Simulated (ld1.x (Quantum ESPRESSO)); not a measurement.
**Pseudopotential generation for N (part 2 of 2)**

The same run, continued: nitrogen (N, Z = 7), core [He], reference valence 2s2 2p3, valence charge 5. Method: RRKJ potential, LDA (PZ), scalar-relativistic, made with ld1.x (Quantum ESPRESSO) 7.5.

### Output of the test run (extracts), continued
```
     ---------------------- Testing the pseudopotential ----------------------

     N
     scalar relativistic calculation

     atomic number is  7.00   valence charge is  5.00
     dft =PZ   lsd =0 sic =0 latt =0  beta=0.20 tr2=1.0E-14
     mesh =1085 r(mesh) =  99.89202 xmin = -7.00 dx = 0.01250

     n l     nl             e AE (Ry)        e PS (Ry)    De AE-PS (Ry)
     1 0     2S   1( 0.00)       -1.41679       -1.43261        0.01581  !
     2 1     2P   1( 5.00)       -0.58839       -0.60261        0.01421  !

     eps = 9.9E-15  iter = 16

     Etot =    -106.457462 Ry,     -53.228731 Ha,   -1448.427552 eV
     Etotps =   -18.255766 Ry,      -9.127883 Ha,    -248.382356 eV
     dEtot_ae =       1.650213 Ry
     dEtot_ps =       1.652046 Ry,   Delta E=      -0.001833 Ry

     Ekin =      14.783066 Ry,       7.391533 Ha,     201.133861 eV
     Encl =     -43.229823 Ry,     -21.614912 Ha,    -588.171709 eV
     Ehrt =      15.497312 Ry,       7.748656 Ha,     210.851668 eV
     Ecxc =      -5.306321 Ry,      -2.653161 Ha,     -72.196176 eV
     (Ecc =      -0.963556 Ry,      -0.481778 Ha,     -13.109841 eV)

     ---------------------- End of pseudopotential test ----------------------

     ---------------------- Testing the pseudopotential ----------------------

     N
     scalar relativistic calculation

     atomic number is  7.00   valence charge is  5.00
     dft =PZ   lsd =0 sic =0 latt =0  beta=0.20 tr2=1.0E-14
     mesh =1085 r(mesh) =  99.89202 xmin = -7.00 dx = 0.01250

     n l     nl             e AE (Ry)        e PS (Ry)    De AE-PS (Ry)
     1 0     2S   1( 1.00)       -6.41074       -6.27809       -0.13265  !
     2 1     2P   1( 0.00)       -5.69430       -5.34587       -0.34843  !

     eps = 5.9E-15  iter =  9

     Etot =     -95.808415 Ry,     -47.904207 Ha,   -1303.539889 eV
     Etotps =    -7.908691 Ry,      -3.954345 Ha,    -107.603223 eV
     dEtot_ae =      12.299260 Ry
     dEtot_ps =      11.999121 Ry,   Delta E=       0.300138 Ry

     Ekin =       1.849918 Ry,       0.924959 Ha,      25.169418 eV
     Encl =     -10.982256 Ry,      -5.491128 Ha,    -149.421208 eV
     Ehrt =       0.839356 Ry,       0.419678 Ha,      11.420015 eV
     Ecxc =      -1.757488 Ry,      -0.878744 Ha,     -23.911848 eV
     (Ecc =      -0.963556 Ry,      -0.481778 Ha,     -13.109841 eV)
     Epseu=       2.141780 Ry,       1.070890 Ha,      29.140400 eV

     ---------------------- End of pseudopotential test ----------------------

     ---------------------- Testing the pseudopotential ----------------------

     N
     scalar relativistic calculation

     atomic number is  7.00   valence charge is  5.00
     dft =PZ   lsd =1 sic =0 latt =0  beta=0.20 tr2=1.0E-14
     mesh =1085 r(mesh) =  99.89202 xmin = -7.00 dx = 0.01250

     n l     nl             e AE (Ry)        e PS (Ry)    De AE-PS (Ry)
     1 0     2S   1( 1.00)       -1.43912       -1.44576        0.00664  !
     2 1     2P   1( 3.00)       -0.61328       -0.61728        0.00400
     1 0     2S   2( 1.00)       -1.13189       -1.12823       -0.00365
     2 1     2P   2( 0.00)       -0.32783       -0.32977        0.00194

     eps = 1.0E-16  iter = 14

     Etot =    -108.320250 Ry,     -54.160125 Ha,   -1473.772085 eV
     Etotps =   -20.120043 Ry,     -10.060022 Ha,    -273.747137 eV
     dEtot_ae =      -0.212576 Ry
     dEtot_ps =      -0.212231 Ry,   Delta E=      -0.000345 Ry

     Ekin =      11.304779 Ry,       5.652390 Ha,     153.809357 eV
     Encl =     -44.444861 Ry,     -22.222431 Ha,    -604.703141 eV
     Ehrt =      16.076907 Ry,       8.038453 Ha,     218.737459 eV
     Ecxc =      -5.687269 Ry,      -2.843634 Ha,     -77.379236 eV
     (Ecc =      -0.963556 Ry,      -0.481778 Ha,     -13.109841 eV)
     Epseu=       2.630401 Ry,       1.315200 Ha,      35.788423 eV

     ---------------------- End of pseudopotential test ----------------------

     ---------------------- Testing the pseudopotential ----------------------

     N
     scalar relativistic calculation

     atomic number is  7.00   valence charge is  5.00
     dft =PZ   lsd =1 sic =0 latt =0  beta=0.20 tr2=1.0E-14
     mesh =1085 r(mesh) =  99.89202 xmin = -7.00 dx = 0.01250

     n l     nl             e AE (Ry)        e PS (Ry)    De AE-PS (Ry)
     1 0     2S   1( 1.00)       -2.46006       -2.46938        0.00932  !
     2 1     2P   1( 2.00)       -1.62093       -1.61031       -0.01061  !
     1 0     2S   2( 1.00)       -2.20999       -2.21271        0.00272
     2 1     2P   2( 0.00)       -1.36908       -1.36383       -0.00525  !

     eps = 6.3E-16  iter = 12

     Etot =    -107.222517 Ry,     -53.611259 Ha,   -1458.836666 eV
     Etotps =   -19.022377 Ry,      -9.511189 Ha,    -258.812629 eV
     dEtot_ae =       0.885157 Ry
     dEtot_ps =       0.885435 Ry,   Delta E=      -0.000278 Ry

     Ekin =       9.557600 Ry,       4.778800 Ha,     130.037767 eV
     Encl =     -37.982378 Ry,     -18.991189 Ha,    -516.776576 eV
     Ehrt =      11.213033 Ry,       5.606517 Ha,     152.561087 eV
     Ecxc =      -4.770762 Ry,      -2.385381 Ha,     -64.909528 eV
     (Ecc =      -0.963556 Ry,      -0.481778 Ha,     -13.109841 eV)
     Epseu=       2.960130 Ry,       1.480065 Ha,      40.274622 eV

     ---------------------- End of pseudopotential test ----------------------
```

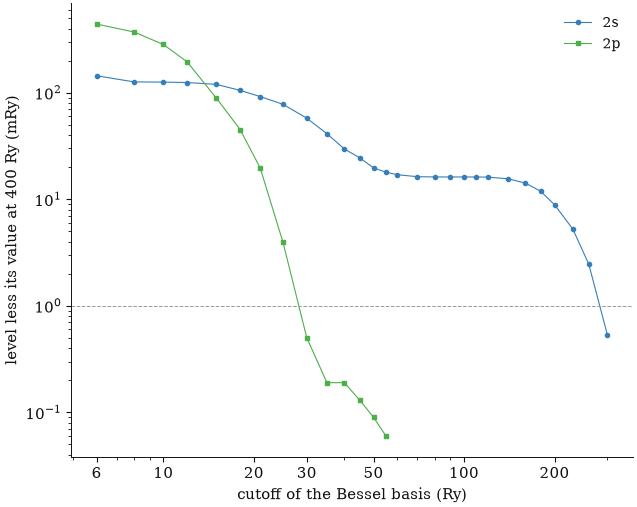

**Figure 1.** The pseudo-atom Hamiltonian at the reference potential is diagonalised in spherical Bessel functions (20 bohr box) up to the cutoff. Curves: distance of each valence level from its value at 400 Ry.

- Hardest occupied shell: 2s: its level needs 300 Ry to come within 1 mRy, against 30 Ry for 2p.
- Cutoffs for 10 and 1 mRy in the occupation-weighted sum of levels: 260 Ry and over 300 Ry, on the ladder of cutoffs that was run.
- Cutoffs from which each level stays within 1 mRy: 2s: 300 Ry; 2p: 30 Ry.

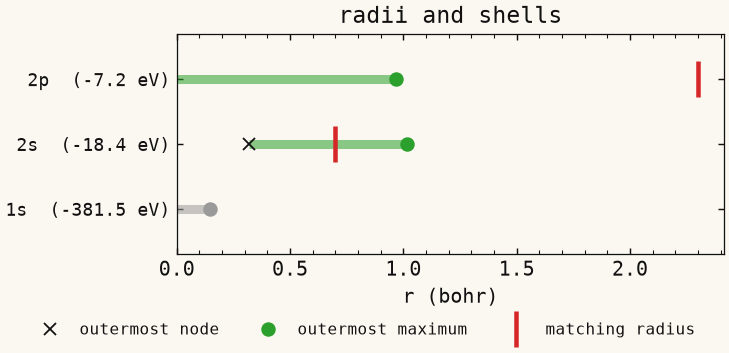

**Figure 2.** Outer shells of the all-electron reference atom: each bar runs from the outermost node (or the nucleus) to the outermost maximum of u(r); the tick is the radius chosen for the pseudo-wave. Shells without a tick have no pseudo-wave of their own. Levels, nodes and maxima are from ld1.x, scalar-relativistic.

- Radii against the shells: 2s: 0.70 bohr, between node and maximum; 2p: 2.30 bohr, outside the maximum.

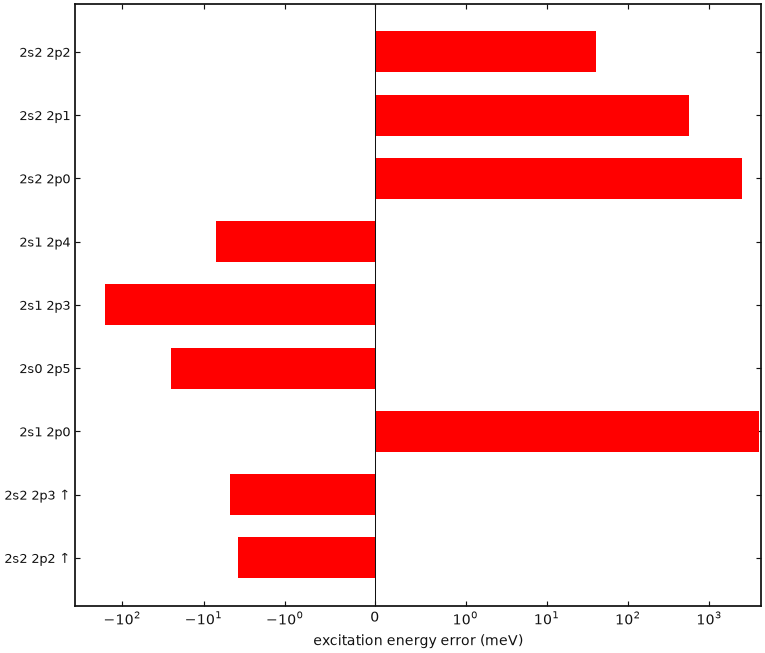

**Figure 3.** Errors, all-electron minus pseudo, of the energies of valence configurations relative to the unpolarised reference 2s2 2p3. An arrow marks spin-polarised runs filled by Hund’s rule.

- Worst configuration: 2s1 2p0 (charge +4): the error is +4084 meV on an all-electron energy of +167.34 eV relative to the reference, or 2.4 %.
- Errors in meV: 2s2 2p2: +41; 2s2 2p1: +560; 2s2 2p0: +2488; 2s1 2p4: -7.1; 2s1 2p3: -166; 2s0 2p5: -25; 2s1 2p0: +4084; 2s2 2p3 ↑: -4.7; 2s2 2p2 ↑: -3.8.

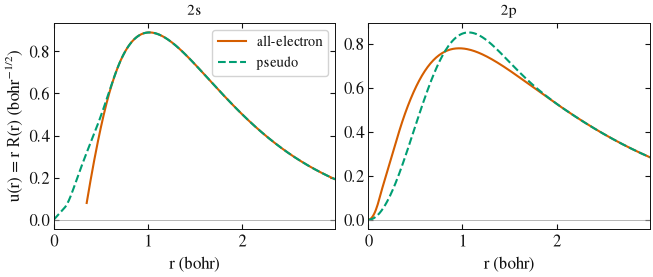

**Figure 4.** All-electron valence functions (solid) with their pseudo partners (dashed). The innermost oscillations of some all-electron curves aren't drawn. Reference configuration 2s2 2p3.

- Matching radii: 2s at 0.70 bohr; 2p at 2.30 bohr. The curves merge smoothly, so the plot gives these only roughly.
- Nodes of the pseudo-waves: 2s has no node; 2p has no node.

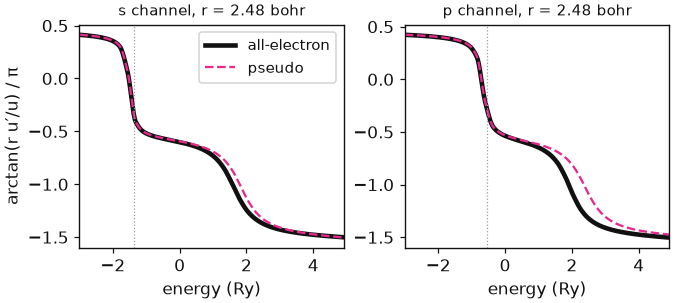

**Figure 5.** Unwrapped phase arctan(r u′/u) in units of π against energy, all-electron (solid) and pseudo (dashed); the pseudo phase is matched to the all-electron one at the reference energy. Here u = r R(r). The dotted line marks the reference energy of the channel.

- First channel to depart above its reference energy: the p channel: its phase error passes 0.05 rad 1.2 Ry above its reference energy, against 1.8 Ry for s.
- Range over which the phases agree within 0.05 rad: s: up to about 0.5 Ry; p: up to about 0.6 Ry.
- Ghost states: the plot shows none: the two phases stay within 0.93 rad of each other in all channels drawn. The separate test gives: no ghost state below the valence levels in the s, p, d, f channels.
- Poles, where the radial function vanishes at the test radius: s: all-electron at -1.1 and 4.8 Ry, pseudo at -1.1 and 4.8 Ry; p: all-electron at -0.2 and 4.8 Ry, pseudo at -0.2 Ry.

Outcome of the run: generated.
